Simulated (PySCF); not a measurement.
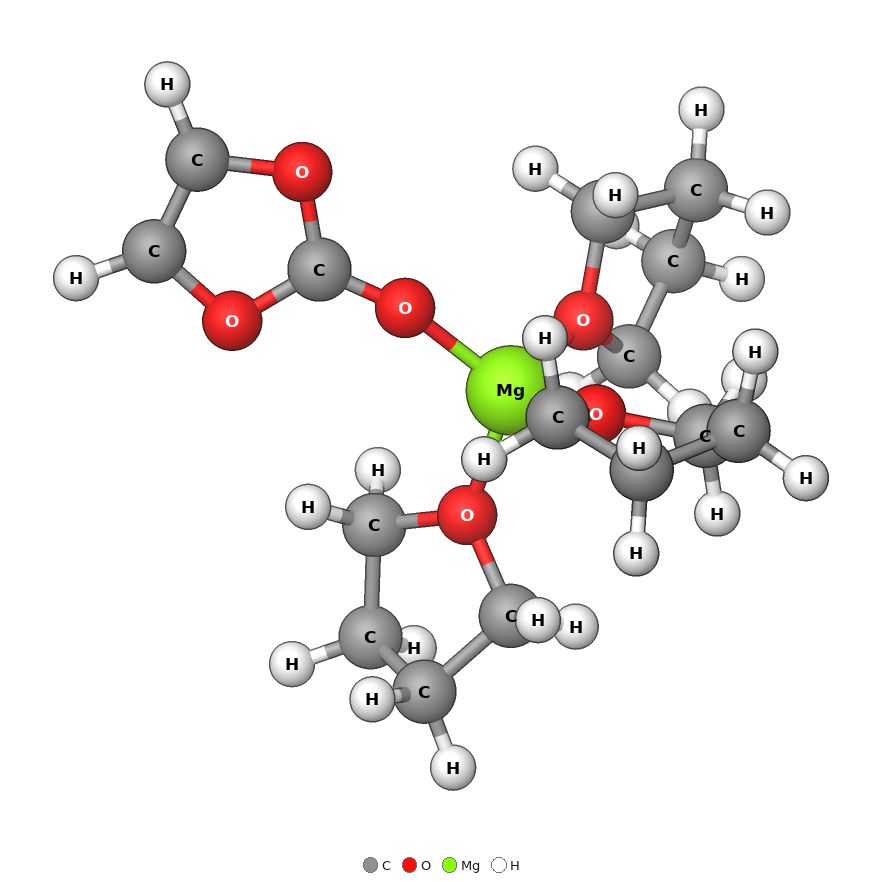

State: charge +2, singlet. Computed geometry: GFN2-xTB optimisation. No frequency run is at hand to confirm it as a minimum. Method: LC-wPBE/6-31G* in dichloromethane (IEF-PCM) (PySCF 2.14.0). Excitations: vertical, linear response.

**What is the lowest vertical singlet excitation?**

6.87 eV.

**Give the HOMO energy (Kohn–Sham orbital) at this level.**

−11.30 eV.

**Give the LUMO energy (Kohn–Sham orbital) at this level.**

1.25 eV.

The geometry is semi-empirical. Around Mg such bond lengths and angles can be off by a tenth of an ångström or more and by several degrees, and values that hang on the shape move with them.
